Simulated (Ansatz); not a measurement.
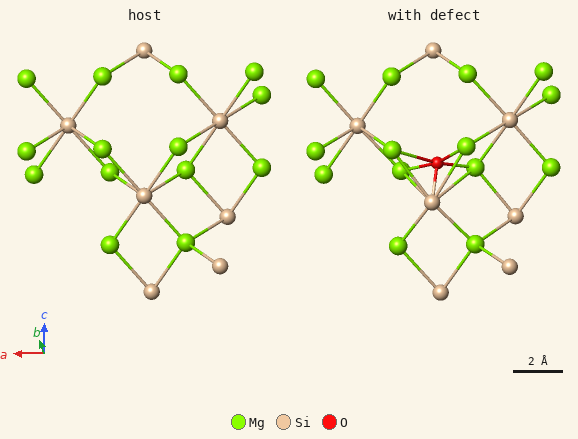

Left: perfect Mg2Si. Right: the same region with one point defect, after relaxing the atoms in a supercell of 96 sites. The picture is a ball-and-stick view of the atoms within 6.0 Å of one point, in a slice 4.2 Å thick across the line of sight, seen from a free direction.

These are results of Ansatz, DFT, PBEsol, PAW, plane waves, not measurements. Set-up: plane-wave cutoff 420 eV; k-point mesh 1 × 1 × 1; mesh shifted by (0.25, 0.25, 0.25); no spin polarisation. Fermi-Dirac smearing of 0.01 eV. The axes drawn are those of the host's conventional cell.

Q: Which defect is it?

A: An extra oxygen atom is put between the host's atoms (an interstitial).

The charge state of the cell is 0.

Q: How does the lattice respond?

A: The O atom starts with 4 Mg at 2.37 to 2.38 Å, 1 Si at 2.37 Å around its place and ends with 1 Si at 1.80 Å, 3 Mg at 2.05 to 2.15 Å. Of the host's atoms, a silicon atom moves furthest from its site, by 0.31 Å. The O atom itself moves 0.90 Å from where it was put.
